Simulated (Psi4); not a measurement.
# B2PLYP/cc-pVTZ (density fitting for correlation) run of CH3Al (SMILES C[Al])

What is the vertical ionisation energy of CH3Al at B2PLYP/cc-pVTZ (density fitting for correlation)? 

The calculation is run with Psi4 1.11.

2 further runs of the same task are left out: 2 that didn't finish.

## (1) Starting point

The species is CH3Al (5 atoms), meant as a singlet with charge 0. As SMILES, `C[Al]`. Geometry: relaxed at PBE0-D4/def2-TZVP.

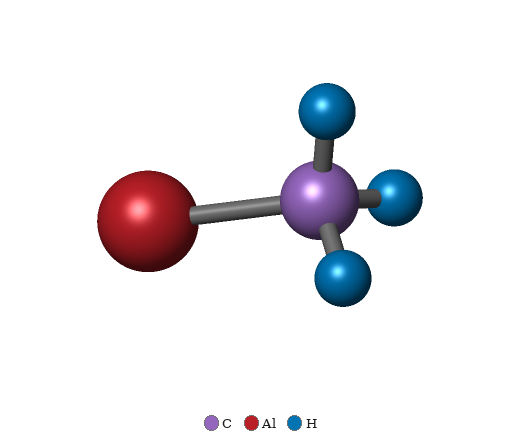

Viewed from a chosen angle; carbon purple, aluminium red, hydrogen blue.

## (2) The energy at B2PLYP/cc-pVTZ (density fitting for correlation)

The input, ch3al.py:

```python
import psi4

psi4.set_memory(2200000000)
psi4.set_num_threads(1)
psi4.core.set_output_file('psi4.out', False)

molecule = psi4.geometry("""
C     -0.131220    -0.057510     0.054000
Al     1.572690     0.689240    -0.647230
H     -0.230740    -1.127460    -0.171770
H     -0.205100     0.049890     1.144270
H     -1.005630     0.445840    -0.379270
units angstrom
symmetry c1
""")

options = {'basis': 'cc-pVTZ', 'puream': True, 'e_convergence': 1e-09, 'd_convergence': 1e-08, 'scf_type': 'pk', 'dft_radial_points': 99, 'dft_spherical_points': 590, 'num_frozen_docc': 6}
psi4.set_options(options)

e, wfn = psi4.energy('B2PLYP', return_wfn=True)
print(f'total energy {e:.8f} hartree = {e * 27.211386:.5f} eV')
```

The run is started by

```console
$ python ch3al.py
```

psi4.out:

```text
[...]
  Running in c1 symmetry.
[...]
  Nuclear repulsion =   38.261471693784713
[...]
  Multiplicity = 1
[...]
  Nalpha       = 11
  Nbeta        = 11
[...]
    Number of basis functions: 106
[...]
   @RKS iter   1:  -281.88103857747643   -4.55254e-01   6.15532e-03 ADIIS/DIIS
[...]
   @RKS iter   9:  -282.09330940144810   -6.64500e-11   7.78706e-09 DIIS
[...]
    Orbital Energies [Eh]
    ---------------------
    Doubly Occupied:
       1A    -57.063325     2A    -10.569946     3A     -4.441538
       4A     -2.894828     5A     -2.894828     6A     -2.889692
       7A     -0.770851     8A     -0.447560     9A     -0.447559
      10A     -0.396964    11A     -0.232074
[...]
  @RKS Final Energy:  -282.09330940144810
   => Energetics <=
    Nuclear Repulsion Energy =             38.2614716937847135
    One-Electron Energy =                -466.0001862170799996
    Two-Electron Energy =                 157.6630107076214244
    DFT Exchange-Correlation Energy =     -12.0176055857742217
    Empirical Dispersion Energy =           0.0000000000000000
    VV10 Nonlocal Energy =                  0.0000000000000000
    Total Energy =                       -282.0933094014480957
[...]
 Multipole Moments:
 ------------------------------------------------------------------------------------
     Multipole            Electronic (a.u.)      Nuclear  (a.u.)        Total (a.u.)
 ------------------------------------------------------------------------------------
 L = 1.  Multiply by 2.5417464519 to convert [e a0] to [Debye]
 Dipole X            :          4.3406598           -4.5782441           -0.2375843
 Dipole Y            :          1.9023112           -2.0064375           -0.1041263
 Dipole Z            :         -1.7863746            1.8841495            0.0977749
 Magnitude           :                                                    0.2772156
[...]
```

On the terminal:

```text
total energy -282.17285505 hartree = -7678.31448 eV
```

Run time: 21 s. Hardware: 1 thread of Intel Xeon Platinum 8259CL at 2.50GHz (Skylake/Cascade Lake), shared host; peak memory 1.1 GiB.

## (3) The doublet cation

The input, ch3al.xyz:

```xyz
5
CH3Al
C     -0.131220    -0.057510     0.054000
Al     1.572690     0.689240    -0.647230
H     -0.230740    -1.127460    -0.171770
H     -0.205100     0.049890     1.144270
H     -1.005630     0.445840    -0.379270
```

The input, run_ase.py:

```python
import numpy as np
from ase.calculators.psi4 import Psi4
from ase.io import read

a = read('ch3al.xyz')
calc = Psi4(atoms=a, method='b2plyp', basis='cc-pVTZ', memory='2200MB', num_threads=1, charge=1, multiplicity=2, label='ch3al', reference='uks')
calc.psi4.set_options({'puream': True, 'e_convergence': 1e-09, 'd_convergence': 1e-08, 'scf_type': 'pk', 'dft_radial_points': 99, 'dft_spherical_points': 590, 'num_frozen_docc': 6, 'maxiter': 100})
a.calc = calc

print(f'energy: {a.get_potential_energy():.6f} eV')
```

The run is started by

```console
$ python run_ase.py
```

ch3al.dat:

```text
[...]
  Running in c1 symmetry.
[...]
  Nuclear repulsion =   38.261471693784713
[...]
  Multiplicity = 2
[...]
  Nalpha       = 11
  Nbeta        = 10
[...]
    Number of basis functions: 106
[...]
   @UKS iter   1:  -281.61080643929972   -1.85022e-01   5.69976e-03 ADIIS/DIIS
[...]
   @UKS iter  12:  -281.82113715451101   -1.23919e-11   6.48631e-09 DIIS
[...]
   @S^2 Observed:                7.650944488E-01
[...]
    Orbital Energies [Eh]
    ---------------------
    Alpha Occupied:
       1A    -57.371146     2A    -10.828939     3A     -4.745666
       4A     -3.197183     5A     -3.197183     6A     -3.196653
       7A     -1.014352     8A     -0.676332     9A     -0.676331
      10A     -0.665519    11A     -0.519839
    Alpha Virtual:
      12A     -0.240738    13A     -0.240738    14A     -0.134027
      15A     -0.050739    16A     -0.038083    17A     -0.038082
      18A     -0.006386    19A      0.004839    20A      0.004839
      21A      0.019233    22A      0.019234    23A      0.057805
      24A      0.064849    25A      0.064850    26A      0.187896
[...]
  @UKS Final Energy:  -281.82113715451101
   => Energetics <=
    Nuclear Repulsion Energy =             38.2614716937847135
    One-Electron Energy =                -460.1093294178743349
    Two-Electron Energy =                 151.9227125381162296
    DFT Exchange-Correlation Energy =     -11.8959919685376203
    Empirical Dispersion Energy =           0.0000000000000000
    VV10 Nonlocal Energy =                  0.0000000000000000
    Total Energy =                       -281.8211371545110069
[...]
 Multipole Moments:
 ------------------------------------------------------------------------------------
     Multipole            Electronic (a.u.)      Nuclear  (a.u.)        Total (a.u.)
 ------------------------------------------------------------------------------------
 L = 1.  Multiply by 2.5417464519 to convert [e a0] to [Debye]
 Dipole X            :          5.1362791           -4.5782441            0.5580350
 Dipole Y            :          2.2510015           -2.0064375            0.2445640
 Dipole Z            :         -2.1138024            1.8841495           -0.2296529
 Magnitude           :                                                    0.6511183
[...]
```

Standard output:

```text
energy: -7670.620253 eV
```

Run time: 36 s. Hardware: 1 thread of Intel Xeon Platinum 8259CL at 2.50GHz (Skylake/Cascade Lake), shared host; peak memory 1.1 GiB.

## (4) Summary of results

Level: B2PLYP/cc-pVTZ (density fitting for correlation), 6 core orbitals frozen.

| quantity | value |
| --- | --- |
| singlet CH3Al: total energy | -282.17286 Eh |
| singlet CH3Al: HOMO energy (SCF part's orbitals) | -6.32 eV |
| singlet CH3Al: LUMO energy (SCF part's orbitals) | -0.34 eV |
| singlet CH3Al: HOMO–LUMO gap (SCF part's orbitals) | 5.98 eV |
| doublet cation: total energy | -281.89010 Eh |
| doublet cation: HOMO energy (SCF part's orbitals) (highest over α and β) | -14.15 eV |
| doublet cation: LUMO energy (SCF part's orbitals) (lowest over α and β) | -8.50 eV |
| doublet cation: ⟨S²⟩ | 0.765 |
| vertical ionisation energy (to the doublet cation) | 7.694 eV |

**Reading.** Removing an electron at fixed nuclei costs 7.69 eV (177 kcal/mol). −ε(HOMO) before ionisation, 6.32 eV, is 1.38 eV below this ionisation energy.
